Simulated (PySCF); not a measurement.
## C$_{8}$H$_{12}$ClF: NMR shielding calculation

C$_{8}$H$_{12}$ClF, computed with GIAO OPBE/cc-pVDZ NMR shielding, non-relativistic, gas phase (PySCF 2.14.0).

The geometry comes from this level: GFN2-xTB. Figures and captions count atoms from 1; the log counts them from 0 in places.

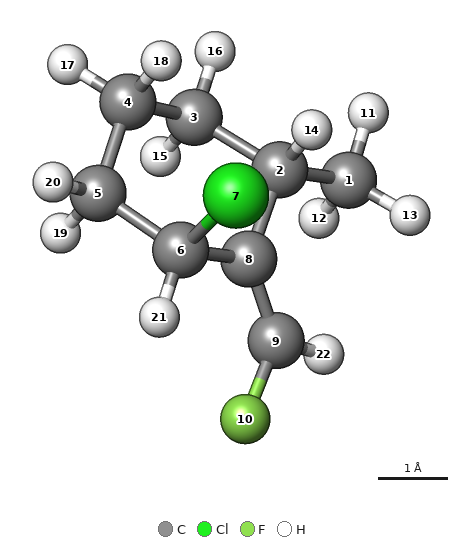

Figure 1. The structure as given in the input (ball-and-stick view, seen at a tilt; atoms are numbered from 1 in the order of the input). Bond lengths as drawn: C–C 1.32 to 1.54 Å, C–Cl 1.80 Å, C–F 1.35 Å and C–H 1.08 to 1.10 Å.

**Input file**
```
{"job": {"xc": "OPBE", "basis": "cc-pVDZ", "kind": "nmr", "pop": false}, "charge": 0, "multiplicity": 1}
C      2.315117    -0.485629     0.298578
C      0.883070     0.005367     0.476912
C      0.621926     1.256284    -0.376264
C     -0.783893     1.795091    -0.135236
C     -1.828579     0.737482    -0.475147
C     -1.582291    -0.548698     0.303758
Cl    -1.899851    -0.264516     2.056878
C     -0.168107    -1.017158     0.139136
C      0.100486    -2.234507    -0.307275
F     -0.873252    -3.112794    -0.623872
H      3.007752     0.303208     0.582755
H      2.508098    -0.749711    -0.738517
H      2.509669    -1.350921     0.926716
H      0.738834     0.281226     1.528147
H      0.744272     1.000851    -1.431607
H      1.359392     2.021031    -0.126967
H     -0.953142     2.683486    -0.746064
H     -0.889596     2.080443     0.912885
H     -1.775102     0.493749    -1.539571
H     -2.831630     1.109208    -0.260606
H     -2.290507    -1.325526     0.008191
H      1.076925    -2.658580    -0.473682
```

The first line tells a small driver script what to run in PySCF; the rest is the geometry in Å.

Launched with:
```bash
OMP_NUM_THREADS=1 python <driver script> task.json out
```

**The program's output**
```
coarse grid: 18840 points
cycle   1  E = -871.8340861533  dE =  1.009e+00  |g| = 6.573e-01  |ddm| = 8.816e+00
cycle   2  E = -871.6915560226  dE =  1.425e-01  |g| = 1.027e+00  |ddm| = 2.998e+00
cycle   3  E = -871.9301057716  dE = -2.385e-01  |g| = 2.111e-01  |ddm| = 1.787e+00
cycle   4  E = -871.9404910206  dE = -1.039e-02  |g| = 7.952e-02  |ddm| = 4.086e-01
cycle   5  E = -871.9419690712  dE = -1.478e-03  |g| = 2.542e-02  |ddm| = 1.428e-01
cycle   6  E = -871.9421052087  dE = -1.361e-04  |g| = 7.058e-03  |ddm| = 4.467e-02
cycle   7  E = -871.9421157084  dE = -1.050e-05  |g| = 1.978e-03  |ddm| = 1.388e-02
cycle   8  E = -871.9421166520  dE = -9.436e-07  |g| = 4.726e-04  |ddm| = 4.110e-03
final grid: 177480 points
cycle   9  E = -871.9413546551  dE = -1.950e-04  |g| = 2.033e-02  |ddm| = 1.868e-01
cycle  10  E = -871.9412779543  dE =  7.670e-05  |g| = 2.728e-02  |ddm| = 9.273e-02
cycle  11  E = -871.9414527610  dE = -1.748e-04  |g| = 4.975e-03  |ddm| = 5.077e-02
cycle  12  E = -871.9414584644  dE = -5.703e-06  |g| = 1.594e-03  |ddm| = 9.473e-03
cycle  13  E = -871.9414590938  dE = -6.294e-07  |g| = 4.859e-04  |ddm| = 2.911e-03
cycle  14  E = -871.9414591470  dE = -5.323e-08  |g| = 1.326e-04  |ddm| = 8.789e-04
cycle  15  E = -871.9414591503  dE = -3.291e-09  |g| = 4.675e-05  |ddm| = 2.634e-04
cycle  16  E = -871.9414591508  dE = -5.348e-10  |g| = 8.937e-06  |ddm| = 9.101e-05
```

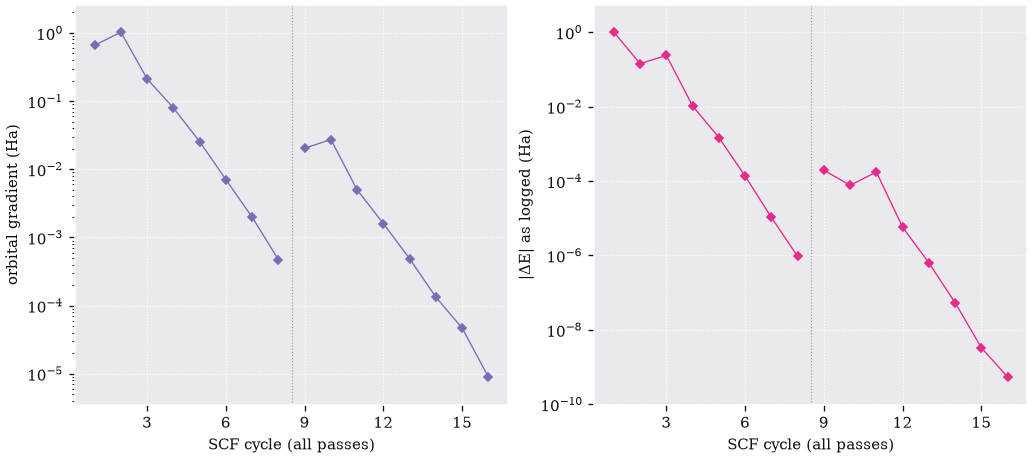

Figure 2. Convergence of the self-consistent field: orbital gradient and size of the energy change against the SCF cycle. The dotted line marks the change from a coarse to the final integration grid. The first 8 cycles use a coarse grid, the final grid takes over at cycle 9, and the field converges after 16 cycles in all.

```
converged SCF energy = -871.9414591508

GIAO shielding tensors (ppm)
atom      isotropic    diamagn.    paramagn.     s11        s22        s33       span
  0 C      178.863     246.478     -67.615    166.186    174.055    196.348     30.162
  1 C      163.703     246.094     -82.392    156.458    163.511    171.139     14.681
  2 C      158.719     246.207     -87.488    147.933    156.374    171.849     23.917
  3 C      173.286     245.515     -72.229    166.590    170.074    183.194     16.604
  4 C      159.849     245.186     -85.337    152.857    156.339    170.350     17.493
  5 C      137.676     245.375    -107.699    105.708    130.319    177.000     71.292
  6 Cl     801.088    1148.014    -346.926    577.865    760.803   1064.596    486.732
  7 C       74.545     255.984    -181.439     -8.371     71.379    160.627    168.999
  8 C       58.770     254.081    -195.311     -0.780     81.743     95.347     96.127
  9 F      296.311     470.603    -174.292    192.855    263.458    432.620    239.765
 10 H       30.763      29.391       1.372     26.486     28.731     37.071     10.585
 11 H       30.982      31.743      -0.761     27.650     28.802     36.493      8.843
 12 H       30.681      30.189       0.492     26.278     28.280     37.485     11.207
 13 H       28.814      32.058      -3.244     23.668     30.234     32.539      8.872
 14 H       30.673      32.804      -2.132     26.865     29.907     35.246      8.381
 15 H       29.915      31.060      -1.146     24.835     29.414     35.496     10.661
 16 H       30.157      28.856       1.301     24.890     28.033     37.547     12.657
 17 H       29.432      30.688      -1.257     25.832     29.024     33.439      7.607
 18 H       29.995      31.176      -1.181     26.237     27.756     35.991      9.753
 19 H       29.610      29.136       0.474     25.167     27.887     35.774     10.607
 20 H       26.267      31.857      -5.591     22.557     24.216     32.027      9.470
 21 H       25.306      32.537      -7.232     20.643     25.088     30.187      9.544
```

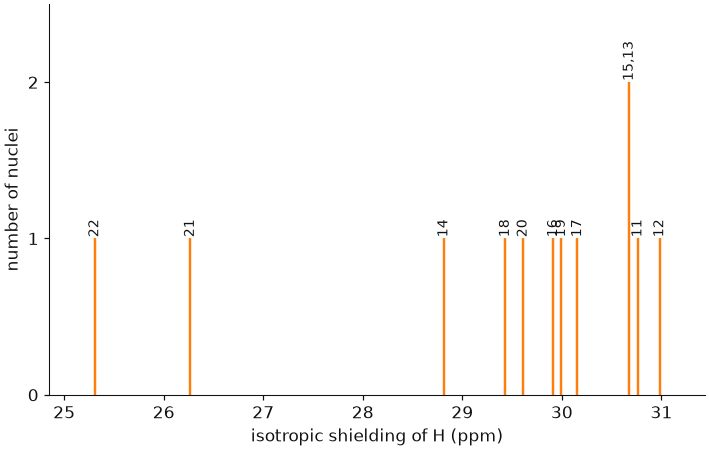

Figure 3. Isotropic shieldings of the hydrogen nuclei in this fixed geometry, labelled by atom number; shielding grows to the right, so chemical shift grows to the left. The least shielded is H22 (25.3 ppm), the most shielded H12 (31.0 ppm).

**Summary**

```tsv
quantity	value
outcome	converged
total energy	−871.941459 hartree
HOMO	−5.87 eV
LUMO	−0.83 eV
dipole moment	2.33 D
isotropic shielding, C	58.8 to 178.9 ppm
isotropic shielding, Cl	801.1 ppm
isotropic shielding, F	296.3 ppm
isotropic shielding, H	25.3 to 31.0 ppm
hardware	1 CPU thread, shared host
wall time	56 s
peak memory	0.91 GiB
```
